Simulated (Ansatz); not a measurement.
Take CaSe in the rock salt structure (space group Fm-3m, No. 225; a = 5.958 Å) as the base.

Perturbation: the cell is scaled by 0.9700 in all directions; the atoms relax in the strained cell.

Computed with DFT with PBE, PAW potentials and a 420 eV plane-wave cutoff in Ansatz (a first-principles code), no spin-orbit coupling.

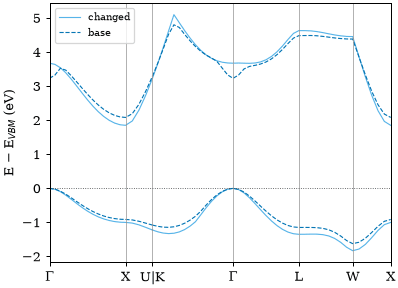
Highest valence and lowest conduction band along the path, each from its own valence-band maximum

### Question
Read the changed gap and its character from the plot.

### Answer
About 1.9 eV, indirect, Γ → X.

No phonon test of stability was made.
